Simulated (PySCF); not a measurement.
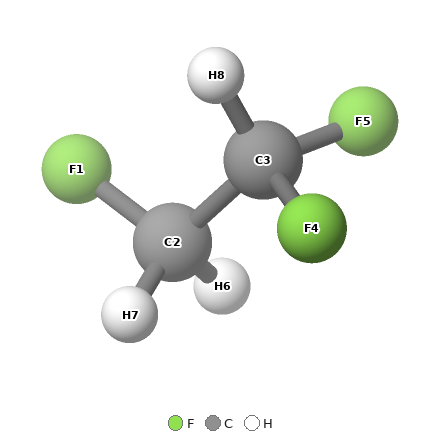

C₂H₃F₃ (CHF2CH2F), SMILES FCC(F)F. Vertical core-electron binding energies by ΔSCF (SCAN, pcX-2 on the ionised atom, pcseg-1 elsewhere, spin-free X2C; PySCF, at a GFN2-xTB geometry (no frequency check)), gas phase, against the vacuum level. One atom of each kind was ionised; within a panel, areas follow the number of like atoms, Gaussians of 0.6 eV full width. Only the regions named are shown.

### Predict the C 1s photoelectron lines.

```
level  atoms  binding energy (eV)
 C 1s     C3                296.3
 C 1s     C2                294.1
```

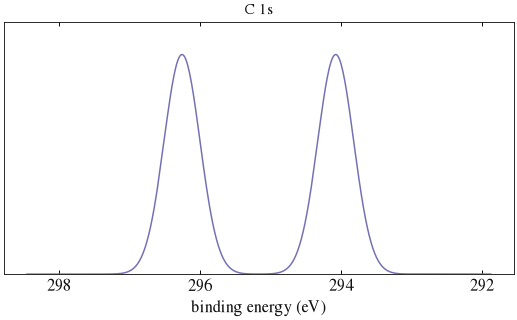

Note: one conformer of a flexible molecule; the tight-binding geometry is rougher than a DFT one and adds to the error.
